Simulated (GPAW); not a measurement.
The O K edge of atom 3 in Ti2O (P-3m1), with 6 Ti at 2.14 Å (octahedral, site symmetry -3m), was computed in 2 ways: excited-electron core hole (neutral cell) and no core hole. Program and functional: GPAW, LDA, Gaussian full width 0.9 eV up to 4 eV, rising linearly to 3.5 eV at 25 eV; cells of 3 and 24 atoms (the run without a hole in the smaller).

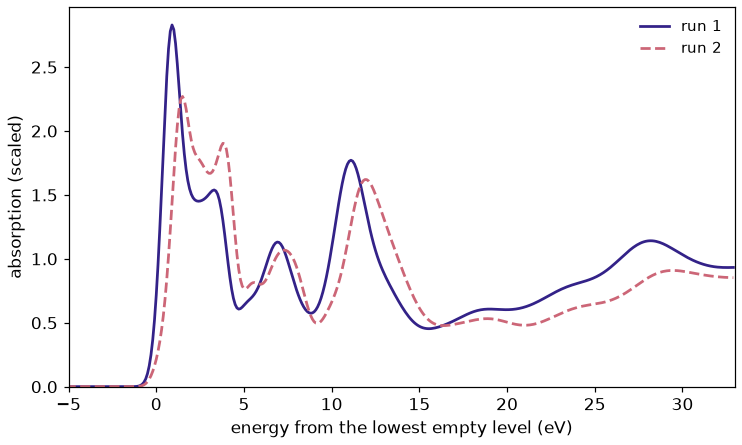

Each run is counted from its own lowest empty level or Fermi level and scaled to a mean of 1 over its first 20 eV.

**Question.** Which run is which?

Run 1: excited-electron core hole (neutral cell) (area from −2 to 6 eV 8.6, main maxima 0.9 eV (2.83), 3.3 eV (1.54), 6.9 eV (1.13) and 11.1 eV (1.77)). Run 2: no core hole (area from −2 to 6 eV 8.5, main maxima 1.5 eV (2.27), 3.8 eV (1.90), 7.3 eV (1.07) and 11.9 eV (1.62)). With each curve scaled to its own mean, the area from −2 to 6 eV with the hole is 8.6 against 8.5, and the centre of weight from −1 to 20 eV moves by -0.3 eV (first and strongest maxima below 20 eV: 1.5 eV (2.27), 3.8 eV (1.90) and 11.9 eV (1.62) without the hole, 0.9 eV (2.83), 3.3 eV (1.54) and 11.1 eV (1.77) with it); the shape changes all the same, by 37 % r.m.s.

[Hosts, paths, dates, database ids (printed as entryN), source tags and the programs' standing remarks are cut or masked in the printed files.]

[Lists of maxima count a maximum above −3 eV only where it reaches 4 % of the highest in the window and stands out from its surroundings by 2 % of it (1.5 % where it reaches 55 %); shoulders and weaker maxima are passed over, and of the rest the first, up to two pre-edge ones and the few strongest are named.]
